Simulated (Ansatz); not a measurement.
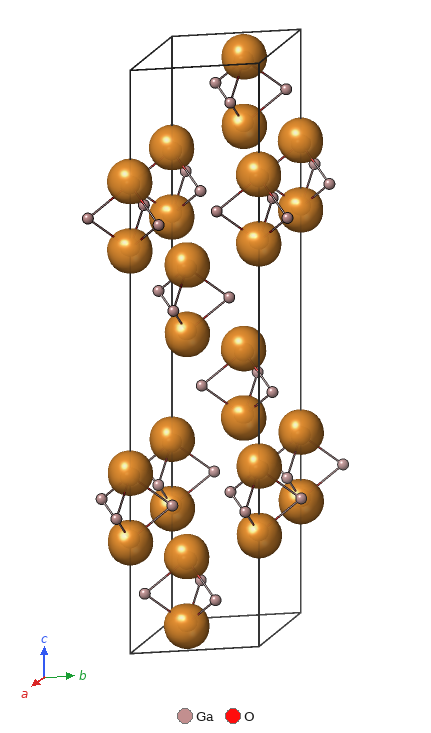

Ga$_{3}$O$_{2}$. Isosurface of the ELF at 0.7 (orange), seen slightly off an axis. Only the valence region is drawn (cores and ρ < 0.01 e/Å³ removed). Sticks mark near contacts.

Space group R-3c; started from the corundum_167 prototype, which need not be the ambient phase.

Method: DFT PBE, scalar-relativistic, plane waves, PAW (Ansatz 0.2.0).

Core electrons are frozen (PAW), and the valence fields are smoothed inside the atomic spheres.

Describe the localisation domains.

The ELF exceeds this value in twelve regions wrapped around O (the valence shell of each), counted in one cell of 30 atoms. Regions shared between cells count once. Along the contacts the grid gives the following. Ga–O (2.02 Å): the ELF peaks at about 0.80 in the valence shell of O, 0.6 Å from its nucleus, and is about 0.30 at the midpoint.
